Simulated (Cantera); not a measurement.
Input: 1 mol SiC, 0.051 mol O₂, 170 mol N₂, at 1200 K.

Equilibrium computed with Cantera from the NASA thermochemical tables; the gas is ideal and each condensed phase is pure. Candidate condensed phases: C, Si, SiC, SiO₂, Si₂N₂O, Si₃N₄; 34 gas species. N₂ is the only nitrogen source here; it is nearly inert below about 1500 K, so the nitride shown seldom forms there in practice. Mutual solubility and eutectic melting of coexisting phases are not modelled. Kinetics and transport are ignored.

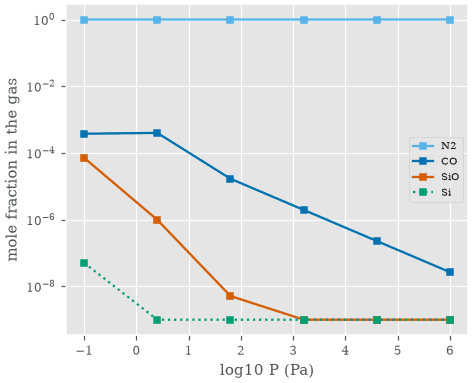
Figure. Equilibrium gas composition (values under 1e-9 drawn at 1e-9)

From 1.00e-6 bar to 2.50e-5 bar the condensed part is SiC(s) + Si₂N₂O(s). From 0.000630 bar to 10.0 bar the condensed part is C(graphite) + Si₂N₂O(s) + Si₃N₄(s).
